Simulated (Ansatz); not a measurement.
System: B₃H₁₀P (charge +1, doublet).

Input

```
crystal:
  periodic: [false, false, false]
  atoms:
    - {symbol: B, position_ang: [1.494660, 0.629159, -0.081291]}
    - {symbol: B, position_ang: [0.063708, 1.208170, -1.017741]}
    - {symbol: H, position_ang: [1.168673, 0.711330, -1.451918]}
    - {symbol: B, position_ang: [-0.319426, 0.233246, 0.455890]}
    - {symbol: P, position_ang: [-1.171227, -1.550879, 0.533935]}
    - {symbol: H, position_ang: [0.853488, -0.127222, 0.898665]}
    - {symbol: H, position_ang: [1.872725, 1.656239, 0.412739]}
    - {symbol: H, position_ang: [2.304642, -0.241040, -0.298036]}
    - {symbol: H, position_ang: [-0.222665, 2.318073, -1.338784]}
    - {symbol: H, position_ang: [-0.858858, 0.359280, -1.075393]}
    - {symbol: H, position_ang: [-0.898449, 0.962437, 1.212320]}
    - {symbol: H, position_ang: [-2.550031, -1.511249, 0.234232]}
    - {symbol: H, position_ang: [-0.642702, -2.548102, -0.315769]}
    - {symbol: H, position_ang: [-1.094536, -2.099432, 1.831149]}
basis:
  gaussian: {orbitals: def2-TZVP, initial_orbitals: start.molden}
total_charge: 1
magnetization: {spin_polarized: true, initial_magnetization: 1}
hamiltonian: {xc: pbe0, dispersion: d4}
scf: {omitted_lower_state_checks: [starts]}
output: {orbitals: {seedname: orbitals}}
```

Launched as:

```sh
ansatz run in.yaml --threads 4 --pin off --events-out ev --progress --plain --max-ram 3916MiB
```

Geometry: B3LYP-D4/def2-SVP.

Theory: UKS PBE0-D4/def2-TZVP in Ansatz.

**What can the converged electron density, electron localisation function and spin density tell about the bonding?**

B–B (1.81 Å): the density is about 0.73 e/Å³ at the midpoint; the ELF peaks at about 0.80 between the atoms: a shared electron pair.
The unpaired spin (1 electron) lies mostly on B2 (about 0.4), B4 (about 0.1), H10 (about 0.1) and B1 (about 0.1), in electrons by Hirshfeld's partition.

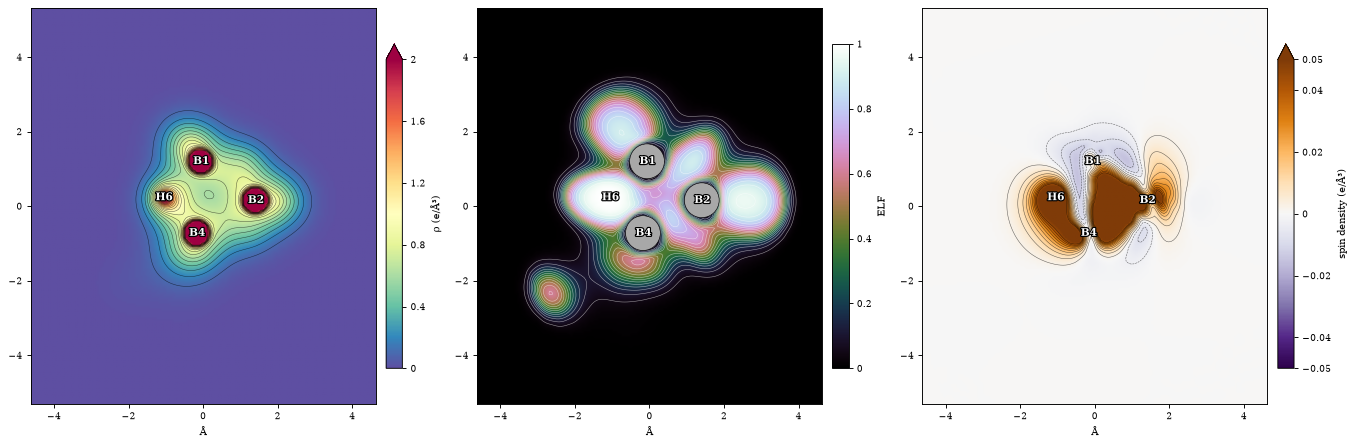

Computed electron density, electron localisation function and spin density on the plane of atoms B2, B4 and H6, in this order. Grey discs cover the atomic cores in the ELF map. 
